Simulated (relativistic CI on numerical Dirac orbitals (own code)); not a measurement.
# Sr XXXIV (Sr³³⁺): levels and lines

The task is the spectrum of Sr³³⁺: levels, purity of their labels, lifetimes and lines; further runs change one setting each.

The numbers are computed with relativistic CI on numerical Dirac orbitals (own code) version 2 (Dirac-Coulomb-Breit CI, KLI orbitals optimised for each configuration, model QED (radiative potential, 1s self-energy scaled to tabulated hydrogen-like ionisation energies)), except any that are marked as measured or tabulated.

## Step 1: The atom as given

| Item | Value |
| --- | --- |
| ion | Sr³³⁺ (Sr XXXIV) |
| nuclear charge | 38 |
| electrons | 5 |
| isotope | A = 88 |
| first configuration typed | [He] 2s2 2p |

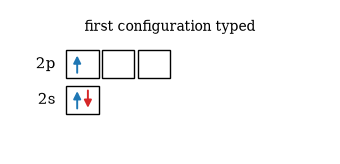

The shells outside the core, filled by Hund's rule for the drawing.

## Step 2: Base run

The run's settings:

```ini
atom Sr  Z=38  charge=33  electrons=5
nucleus A=88  rms_radius_fm=4.2240
hamiltonian dirac-coulomb  breit=on  qed=on  c_scale=1
orbitals kli  potential=per-configuration
slater_scale 1
correlation none
mixing on
configurations
  [He] 2s2 2p
  [He] 2s 2p2
  [He] 2p3
  [He] 2p2 3s
  [He] 2p2 3p
  [He] 2p2 3d
  [He] 2s2 3s
  [He] 2s2 3p
  [He] 2s2 3d
  [He] 2s 2p 3s
  [He] 2s 2p 3p
  [He] 2s 2p 3d
  [He] 2s2 4s
  [He] 2s2 4p
  [He] 2s2 4d
  [He] 2s2 4f
end
```

## Step 3: Non-relativistic limit (c × 1000)

Changes to the settings of step 2:

```diff
@@ -2,3 +2,3 @@
 nucleus A=88  rms_radius_fm=4.2240
-hamiltonian dirac-coulomb  breit=on  qed=on  c_scale=1
+hamiltonian dirac-coulomb  breit=off  qed=off  c_scale=1000
 orbitals kli  potential=per-configuration
```

## Step 4: One common potential

Changes to the settings of step 3:

```diff
@@ -2,4 +2,4 @@
 nucleus A=88  rms_radius_fm=4.2240
-hamiltonian dirac-coulomb  breit=off  qed=off  c_scale=1000
-orbitals kli  potential=per-configuration
+hamiltonian dirac-coulomb  breit=on  qed=on  c_scale=1
+orbitals kli  potential=mean
 slater_scale 1
```

(Steps that only read results are left out.)

**Question.** What will these runs give? Wanted: lowest level; first excitation; lowest level of the other parity; fastest E1 line; ionisation energy.

**Answer**, as computed:

| run | time | mean size of shift, levels followed (cm⁻¹) | lowest level | ionisation energy (eV) |
| --- | --- | --- | --- | --- |
| main run | 0.48 s | 0 | 2p 2P°1/2 | 4236.7 |
| non-relativistic limit (c × 1000) | 0.24 s | 910572 | 2p 2P°1/2 | - |
| one common potential | 0.4 s | 562 | 2p 2P°1/2 | - |

The semi-empirical ionisation energy (NIST) is 4232 eV.

| quantity | value |
| --- | --- |
| lowest level | 2p 2P°1/2 |
| first excitation | 2p 2P°3/2, 623048 cm⁻¹ |
| lowest level of the other parity | 2s 2p2 4P1/2, 760984 cm⁻¹ |
| levels in the model | 132 |
| fastest E1 line (by rate) to the lowest level | 0.5046 nm, from 3d 2D3/2 |
| ionisation energy | 4236.7 eV |
| ionisation energy, semi-empirical (NIST) | 4232 eV |

**Reading.** The lowest level is 2p 2P°1/2, 99 % pure in LS and 99 % in jj coupling; over the low levels the means are 78 and 94 %, so jj coupling describes them better. Against the semi-empirical ionisation energy the result lies 0.11 % high. Of the changes tried, the run «non-relativistic limit (c × 1000)» moves the low levels most, by 910572 cm⁻¹ on average. Lifetimes count radiative decay inside the model alone.
